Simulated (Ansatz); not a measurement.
The figure comes from a scan of As (space group R-3m): a phonon pattern at F = (0.5, 0.5, 0.0) is frozen into a 4-atom cell, Q being the largest atomic displacement. Computed with LDA (plane waves to 420 eV, PAW, scalar-relativistic; Ansatz, an electronic-structure program). k mesh 11×11×11 (Γ-centred), Fermi-Dirac smearing 0.05 eV. Energies are smeared free energies. With partly filled bands, energies and forces of such displacements shift with the k mesh and the smearing. As was relaxed with its symmetry unable to fall. The zero of ΔE is the undisplaced structure.

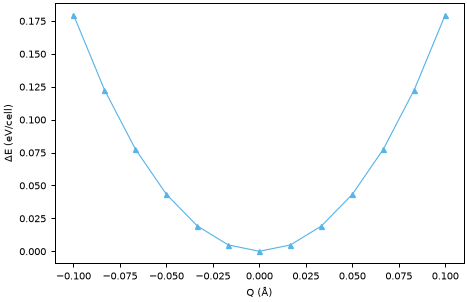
*ΔE (eV/cell) against Q (Å); computed points joined by lines.*

**Question.** Turn the plot into a table (rounded to what can be read).

**Answer.** To the nearest 0.005:

```
Q (Å)   ΔE (eV/cell)
------  ------------
-0.100         0.180
-0.083         0.125
-0.067         0.080
-0.050         0.045
-0.033         0.020
-0.017         0.005
0.000          0.000
0.017          0.005
0.033          0.020
0.050          0.045
0.067          0.080
0.083          0.125
0.100          0.180
```

(For displaced atoms, the force is minus the slope of the energy, and its curvature is a force constant, which sets phonon frequencies.)
